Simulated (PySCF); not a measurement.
# C6H13NO2Si: what the fields show

```xyz
23

C     3.0314    0.7383   -0.3472
C     2.7854   -0.6318    0.2719
C     1.4026   -1.1666   -0.0876
O     0.4194   -0.3835    0.5305
Si   -1.1311   -0.2118    0.1377
C    -1.4605    0.3265   -1.6576
C    -2.0654   -1.8354    0.3633
N    -2.6355   -2.8195    0.4994
O    -1.5757    0.8517    1.2694
C    -2.8525    1.3586    1.5124
H     2.2636    1.4329   -0.0176
H     3.0028    0.6756   -1.4330
H     4.0026    1.1253   -0.0492
H     2.8527   -0.5615    1.3582
H     3.5350   -1.3449   -0.0756
H     1.2660   -1.1537   -1.1751
H     1.2929   -2.2018    0.2571
H    -1.0579   -0.3841   -2.3747
H    -0.9943    1.2892   -1.8572
H    -2.5216    0.4273   -1.8702
H    -3.1933    1.9715    0.6745
H    -2.8006    1.9739    2.4105
H    -3.5708    0.5507    1.6700
```

Geometry: GFN2-xTB.

All numbers below come from PBE0/pcSseg-1, SCF density, gas phase, non-relativistic in PySCF.

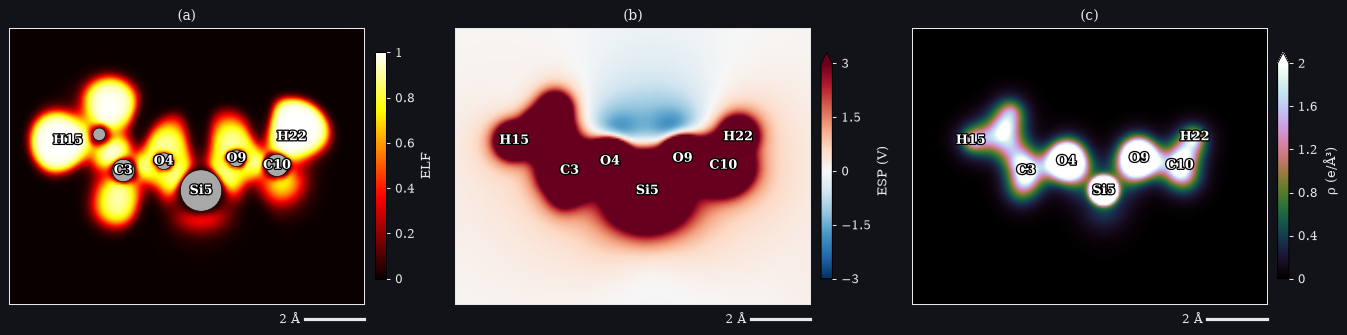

Figure 1. (a) electron localisation function; (b) electrostatic potential; (c) electron density on the plane of atoms Si5, O9 and C10. Grey discs cover the atomic cores in the ELF map.

**What does the map show?**

- The section cuts through C, O, Si and H sites.
- C–O (1.40 Å): the density is about 2.1 e/Å³ at the midpoint, with its minimum of 1.8 e/Å³ about 0.5 Å from C; the ELF peaks at about 0.90 between the atoms, as expected for a shared but strongly polarised pair.
- Si–O (1.61 Å): ρ at the midpoint is about 1.2 e/Å³; the ELF peaks at about 0.85 between the atoms (a polar covalent bond).
- C–H (1.09 Å): ρ is about 2.1 e/Å³ halfway; the ELF climbs to about 1 towards the hydrogen, as it does in any bond to H; a covalent bond by its length.
- The ELF also peaks beside O4 and O9, away from the bonds: lone-pair regions.
- Outside the dense part of the molecule the potential is most negative (−1.8 V) near O9.

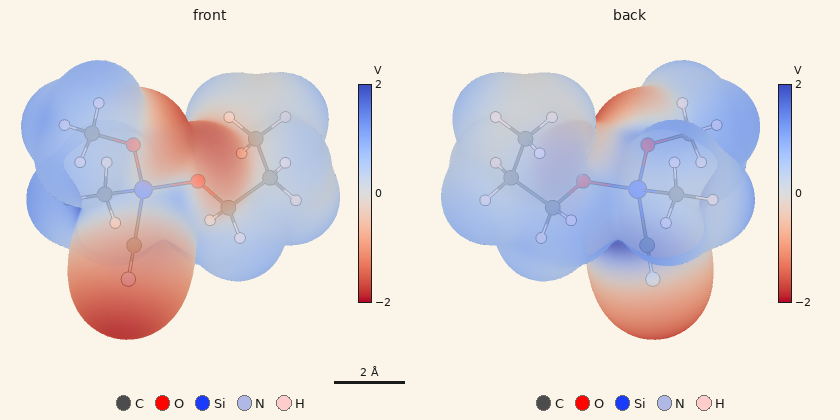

Figure 2. The molecular electrostatic potential painted on the density surface at 0.002 e/bohr³, seen from the front and from behind; the colour scale runs from red (negative) to blue (positive).

**Which sites attract a positive test charge, and which a negative one?**

A positive charge is drawn to the negative regions and a negative charge to the positive ones. The most negative region (about −1.8 V, or −42 kcal/mol for a unit charge) lies over N8, the most positive (about +1.7 V, or +39 kcal/mol for a unit charge) over Si5. N8 is the likeliest acceptor of a hydrogen bond.
